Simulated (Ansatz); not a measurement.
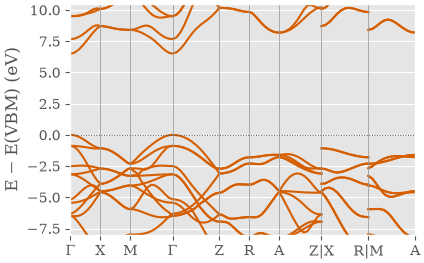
Band structure from r²SCAN (plane waves, PAW; program Ansatz)

**Question.** Read off the gap and where the band edges lie.

**Answer.** About 6.5 eV (6.51 eV by a search for the band edges); maximum at Γ, minimum at Γ.

The material is SiO$_{2}$ (rutile, space group No. 136).

Space group P4_2/mnm (rutile). This is a known high-pressure phase of the composition, computed here at zero pressure and temperature. The cell was relaxed with r²SCAN under the symmetry of its start; of distortions, only those at the zone centre were tested.

Potentials: the later of the program's two PAW sets.
